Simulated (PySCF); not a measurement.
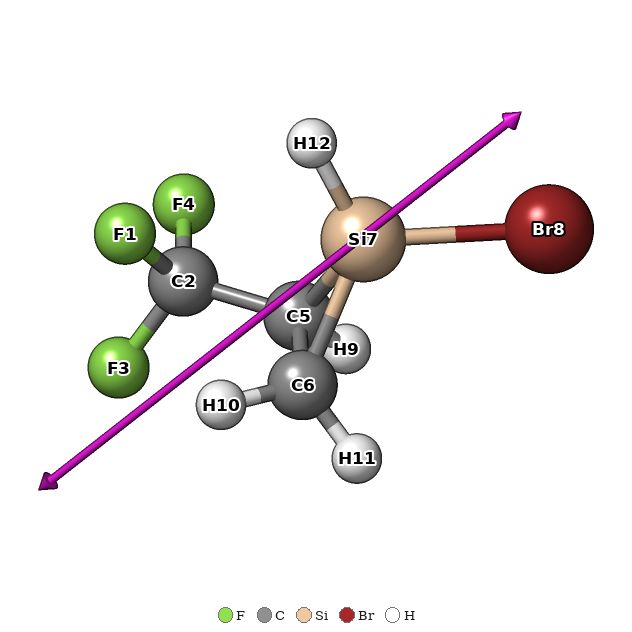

The double arrow shows the direction of the transition dipole to excited singlet state 2 (its length means nothing). Computed geometry: GFN2-xTB optimisation. No frequency run is at hand to confirm it as a minimum. Method: TDDFT ωB97X-D/def2-SVPD, vertical, gas phase, core orbitals frozen in the response (PySCF 2.14.0).

Question. How is the transition polarised?

Answer. Close to the long direction F3···Br8.

Question. Give its energy, strength and character.

Answer. 6.68 eV (186 nm), oscillator strength 0.13, mainly HOMO → LUMO+1 (weight 0.79); transition dipole 2.29 D.

The geometry is semi-empirical. Around Br, Si such bond lengths and angles can be off by a tenth of an ångström or more and by several degrees, and values that hang on the shape move with them.
